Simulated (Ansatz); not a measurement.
Cost and result by functional for the surface energy of the (110) surface of rock-salt AgCl in its 1x1 cell (cut with top plane Ag + Cl, bottom plane Ag + Cl), outermost plane spacing 1.98 Å in the ideal cut, in Ansatz (plane waves, PAW). Single points on the PBE structure, on one kind of machine; costs are rough ratios of the slab run's core time (references not counted) to the cheapest single point. r2SCAN's cost holds its higher cutoff (500 against 420 eV). Differences are taken against HSE06 for comparison alone: no measured value is at hand, so the table doesn't rank accuracy. HSE06 ran on a coarser k-mesh, which lowers its cost and carries part of its shift.

Model: 14-atom slab, Ag7Cl7, 11.9 Å thick at the start, 7x5x1 mesh, Fermi-Dirac 0.025 eV, dipole correction, all atoms relaxed; symmetry of the start imposed; no spin, no spin-orbit, no U. These notes are the PBE run's.

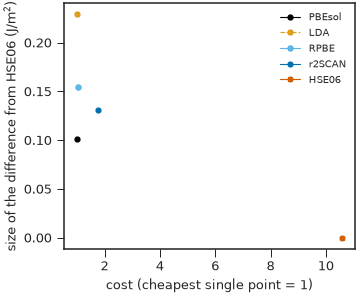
Figure: Difference from HSE06 against cost

```tsv
functional	relative cost	surface energy (J/m²)	less HSE06 (J/m²)
PBEsol	1	0.38	0.10
LDA	1	0.51	0.23
RPBE	1	0.13	-0.15
r2SCAN	2	0.41	0.13
HSE06	10	0.28	0.00
PBE (the relaxed run's value)	–	0.27	-0.01
```

The values span 0.38 J/m², while the single points' costs differ by a factor of roughly 10. Differences are of unrounded values.

Ansatz is an electronic-structure program.
